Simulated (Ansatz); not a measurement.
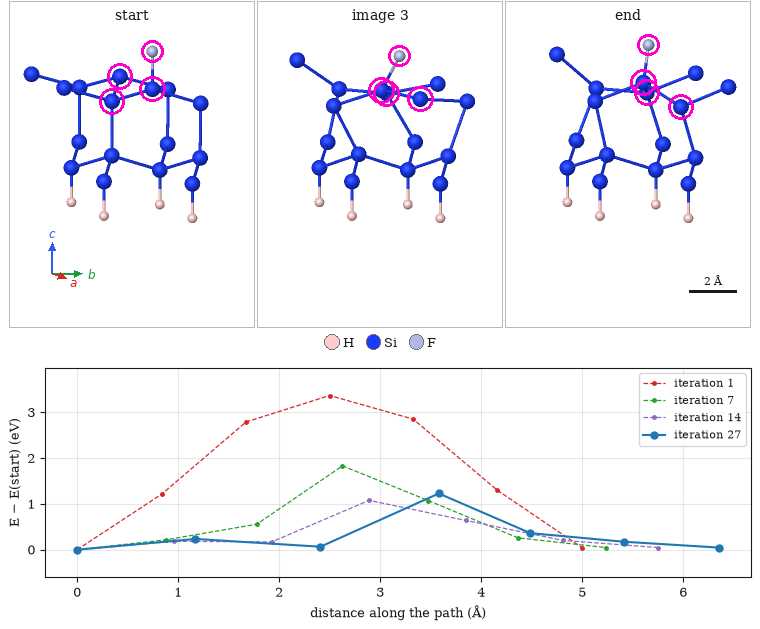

NEB run on F on Si(111), underside capped with H (21 atoms in the cell). Images are numbered from 0 (start) to 6 (end). The plot follows the band through its iterations. The picture is a ball-and-stick view of the simulation cell, with the vacuum cut short (origin moved), seen slightly off an axis. The atoms that move most are ringed. Bonds to atoms that aren't drawn are left out.

Theory: DFT PBE, scalar-relativistic, plane waves, PAW in Ansatz 0.2.0. Settings: plane-wave cutoff 420 eV; k-point mesh 2 × 2 × 1; Fermi-Dirac smearing 0.02 eV; spin collinear; 8 atoms held fixed; 5 movable images; climbing image; force threshold 0.05 eV/Å; iteration limit 27; optimiser FIRE; starting path by image-dependent pair potential.

**How did the profile develop, and is the result final?**

The result isn't final. The band hadn't converged when the run stopped after 27 iterations. The barrier read from it is provisional, though the highest image hardly moved in the last two iterations. The first iteration put the highest image at 3.37 eV. Forward barrier 1.23 eV, backward barrier 1.18 eV, with image 3 at the top; the reaction energy is +0.05 eV. The profile has 2 maxima (images 1, 3) with a dip at image 2 (+0.07 eV), which on an unconverged band is provisional.

Limits of the set-up: the periodic images lie only 7.7 Å apart, so the values are limited by the cell's size.

The run took 41 min on 2 threads of Arm Neoverse V1, on a shared host, peak memory 2.9 GiB.

PAW datasets: the set soft_1.
